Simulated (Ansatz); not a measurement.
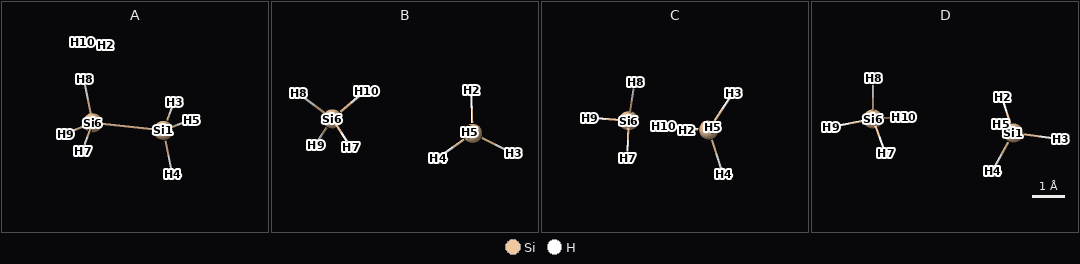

4 geometries from a converged minimum-energy path of Si$_{2}$H$_{8}$, made up at the start of SiH4 and SiH4, shuffled. The picture is a ball-and-stick view, seen at a tilt.

Method: RKS B3LYP/def2-SVP in Ansatz. Settings: 5 movable images; climbing image; force threshold 0.05 eV/Å; iteration limit 60; starting path through a guess of the saddle point.

Q: Which frame is the transition state?

A: C. In order along the path, whose images run from 0 to 6: B (image 0, 0.0 kJ/mol), D (image 1, −0.1 kJ/mol), C (image 3, +330.3 kJ/mol), A (image 6, +32.6 kJ/mol). Breaking: Si1–H2 (1.49 → 1.73 at the top → 4.10 Å), Si6–H10 (1.49 → 1.90 at the top → 3.88 Å). Forming: H2–H10 (3.63 → 1.15 at the top → 0.76 Å), Si1–Si6 (4.70 → 2.71 at the top → 2.36 Å).

Limits of the set-up: the start holds two separate molecules, 3.4 Å apart at their closest, whose relative position is a soft coordinate and is computed without a dispersion correction.

Cost: 3.1 min on 1 thread of Intel(R) Xeon(R) 6975P-C (Granite Rapids), with other jobs on the host, peak memory 0.18 GiB.
